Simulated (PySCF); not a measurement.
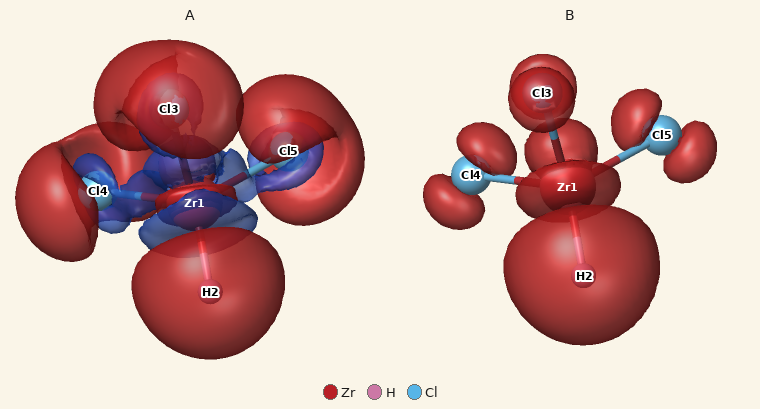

Cl3HZr. The Fukui function f⁻ from two separate SCF calculations and the density of the HOMO, at ±0.01 e/Å³ (red positive, blue negative).

Method: B3LYP/def2-SVPD; geometry: GFN2-xTB; program: PySCF. Core potentials replace the inner electrons of Zr; spin–orbit coupling isn't included. This is a single-reference result, which may miss multireference character in this system. No frequency check shows the geometry to be a minimum. GFN2-xTB bond lengths at metals and heavier atoms can be off by up to 0.1 Å and shapes distorted, which carries into these values.

Input

```python
import numpy as np
from pyscf import gto, scf, dft
from pyscf.scf import atom_ks, atom_hf
from scipy.linalg import block_diag

def solve(mol, dm0=None, hcore=None):
    mf = (dft.UKS if mol.spin else dft.RKS)(mol, xc='b3lyp')
    mf.grids.level = 3
    mf = mf.density_fit(auxbasis='def2-universal-jkfit')
    mf.conv_tol, mf.max_cycle = 1e-8, 80
    if hcore is not None:
        mf.get_hcore = lambda *args: hcore
    mf.kernel(dm0)
    if not mf.converged:
        mf = mf.newton().run(mf.mo_coeff, mf.mo_occ, max_cycle=30)
    assert mf.converged, 'SCF not converged'
    return mf

mol = gto.M(atom='''
Zr     0.00037     0.00000     0.55703
H      0.00048    -0.00017     2.31398
Cl    -0.14818     2.01745    -0.48223
Cl    -1.67352    -1.13679    -0.48200
Cl     1.82081    -0.88065    -0.48255
''', basis='def2-svpd', ecp={'Zr': 'def2-svpd'}, charge=0, spin=0, verbose=4)
mf = solve(mol)
out = dict(e0=mf.e_tot, dm0=mf.make_rdm1(), c=mf.mo_coeff, occ=mf.mo_occ, eps=mf.mo_energy)
for name, dq, spin in [('cation', 1, 1), ('anion', -1, 1)]:
    ion = mol.copy().set(charge=mol.charge + dq, spin=spin).build()
    mi = solve(ion)
    if spin and dq > 0 and mol.nao < 130:
        c, _, stable, _ = mi.stability(return_status=True)
        if not stable:
            mi = solve(ion, mi.make_rdm1(c, mi.mo_occ))
    print(name, 'vertical energy change / eV', (mi.e_tot - mf.e_tot) * 27.211386)
    out.update({'e_' + name: mi.e_tot, 'dm_' + name: mi.make_rdm1(), 's2_' + name: mi.spin_square()[0], 'eps_' + name: mi.mo_energy, 'occ_' + name: mi.mo_occ})
# spherically averaged free atoms, for the promolecule
atom_ks.AtomSphAverageRKS.init_guess_by_vsap = lambda self, mol=None: self.init_guess_by_minao(mol)  # core potentials
atm = atom_ks.get_atm_nrks(mol, xc='b3lyp')
pro = block_diag(*[(atm[a[0]][2] * atm[a[0]][3]) @ atm[a[0]][2].T for a in mol._atom])
np.savez('result.npz', pro=pro, **out)
```

Command:

```sh
OMP_NUM_THREADS=1 python input.py
```

The run took 5.4 min on 1 thread of Arm Neoverse V2 (shared host), peak memory 0.62 GiB.

Partitions, critical points and surface values were worked out afterwards from this run's density.

Which panel is which, and how good is the frozen-orbital picture?

A is f⁻ (it has negative regions), B the HOMO density. The HOMO lies on H2 (48 %), Zr1 (36 %) and Cl3, Cl4 and Cl5 (5 % each); f⁻ (Hirshfeld-condensed) is largest on H2 (0.25), Cl3, Cl4 and Cl5 (0.19 each) and Zr1 (0.18); the vertical ionisation energy is 11.09 eV. Relaxation shifts 42 % of the electron between atoms. The orbital energy is −8.82 eV.
